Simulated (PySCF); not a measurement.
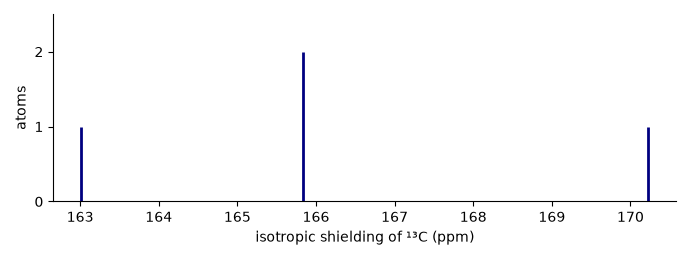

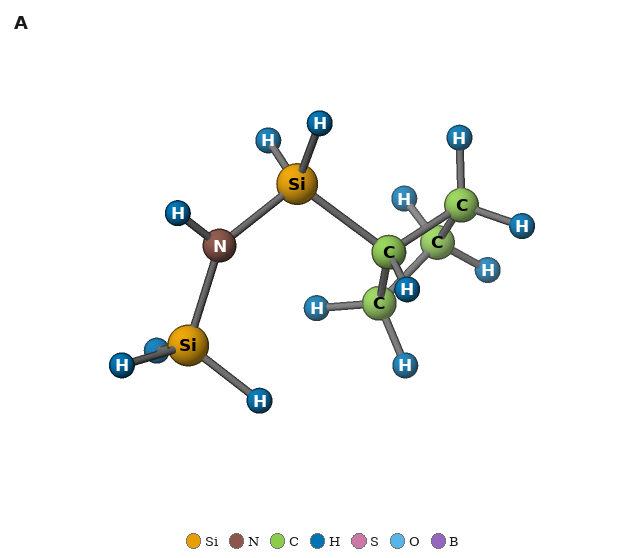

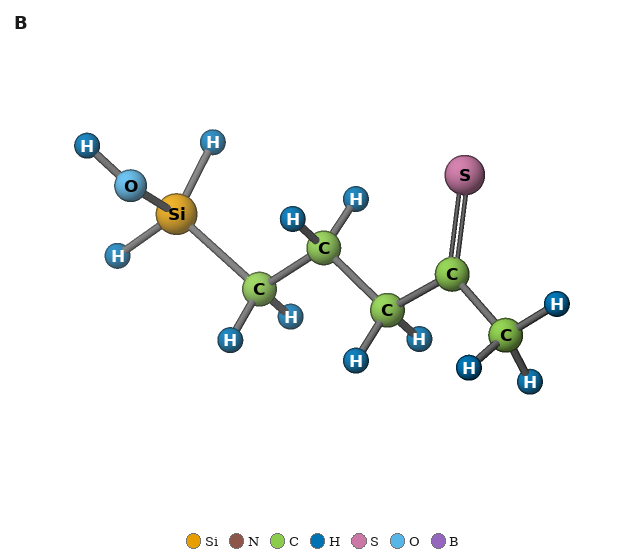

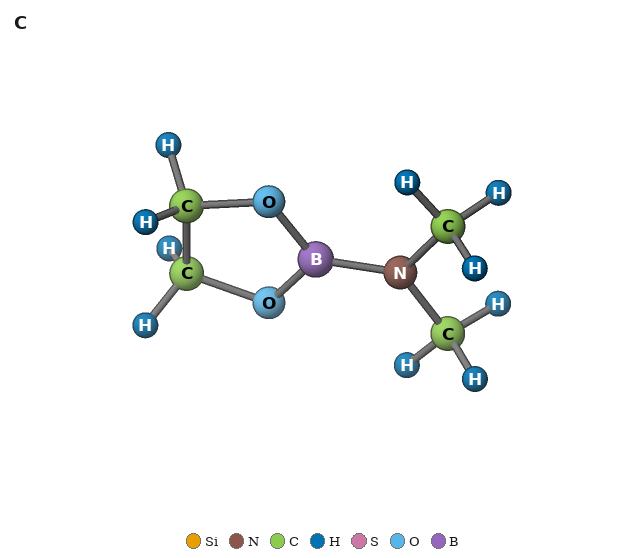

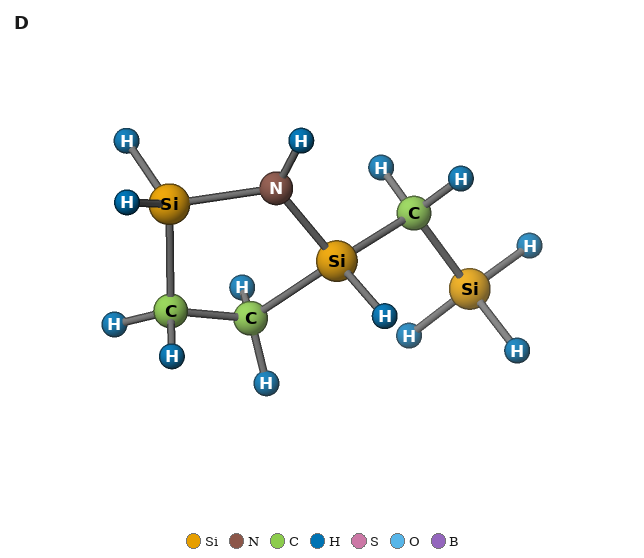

The sticks are computed shieldings of one of the molecules, for one fixed geometry (GFN2-xTB) without averaging over rotations. Low shielding means a high chemical shift. Method: GIAO PBE0/pcSseg-1 NMR shielding, non-relativistic, gas phase (PySCF 2.14.0).

Match the spectrum to a structure.

A, `[SiH3]N[SiH2]C1CCC1`. Its 4 C atoms give lines at 163.0, 165.8 (2 atoms), 170.2 ppm.

The geometry is semi-empirical. Around B, Si such bond lengths and angles can be off by a tenth of an ångström or more and by several degrees, and values that hang on the shape move with them.
